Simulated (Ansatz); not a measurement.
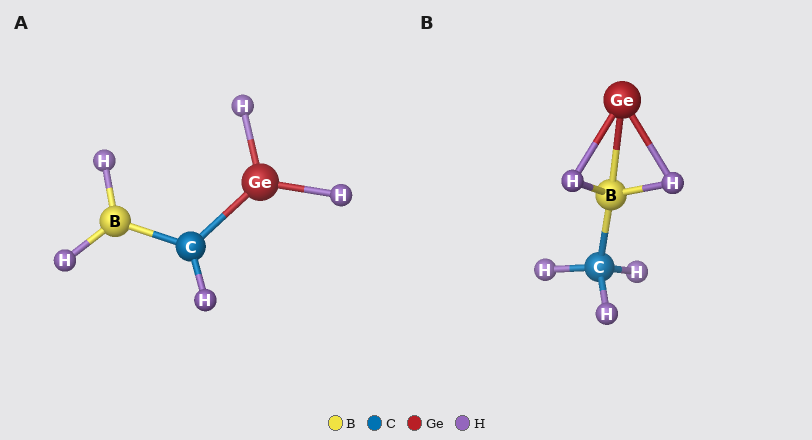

2 stationary structures of one formula. Geometries: PBE0-D4/def2-TZVP. Electronic energies: RHF-CCSD(T) (frozen core)/def2-TZVPP (Ansatz 0.2.0), without zero-point energy. No frequency run is at hand to confirm each as a minimum. Each is one conformer, not always the lowest.

### Rank them by energy, lowest first.

B is lowest (Cs); A lies 53.9 kJ/mol above it (Cs).

Give E(B) − E(A) in kJ/mol at these levels too: RHF-CCSD(T) (frozen core)/def2-TZVPP; PBE-D4/def2-TZVPP; r2SCAN-D4/def2-TZVPP; ωB97M-V/def2-TZVPP; B3LYP-D4/def2-TZVPP; PBE0-D4/def2-TZVPP; PBE0-D4/def2-TZVP.

| level | E(B) − E(A) (kJ/mol) |
| --- | --- |
| RHF-CCSD(T) (frozen core)/def2-TZVPP | −53.9 |
| PBE-D4/def2-TZVPP | −81.7 |
| r2SCAN-D4/def2-TZVPP | −69.4 |
| ωB97M-V/def2-TZVPP | −70.8 |
| B3LYP-D4/def2-TZVPP | −60.2 |
| PBE0-D4/def2-TZVPP | −76.6 |
| PBE0-D4/def2-TZVP | −75.7 |
